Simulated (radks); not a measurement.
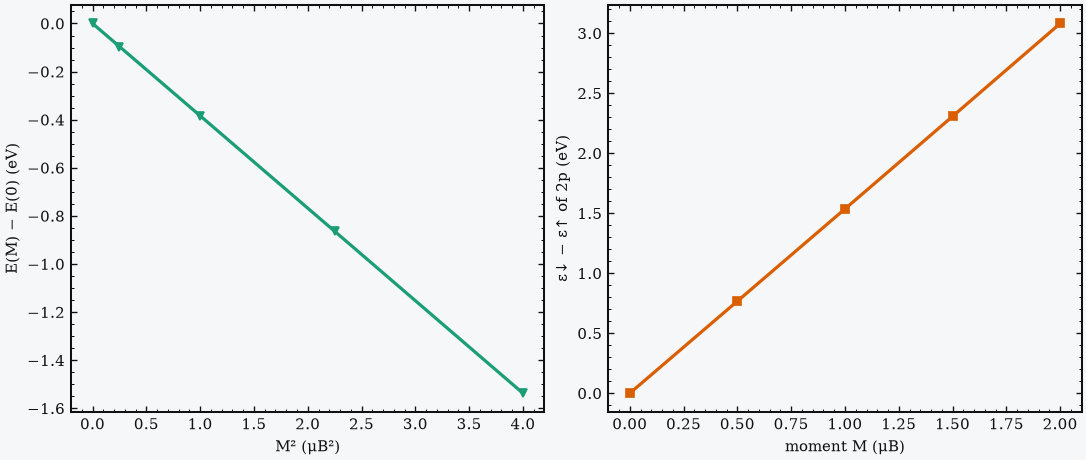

For O in [He] 2s2 2p4, the spin moment of the 2p shell is fixed at a series of values. Theory: scalar-relativistic Kohn-Sham, PBEsol, spin-polarised, spherical densities, point nucleus (computed with the in-house radial solver radks). The plot shows the energy and the exchange splitting.

**What is the spin-polarisation energy, and which exchange integral follows?**

The energy falls with the moment, to −1.54 eV at M = 2 μB, the largest moment run, in line with Hund's first rule (at fractional spins the functional's fractional-spin error adds to the fall). A fit E = −I M²/4 gives an exchange integral I of about 1.5 eV, and the exchange splitting grows nearly in proportion to M, to 3.08 eV (1.5 eV per μB).
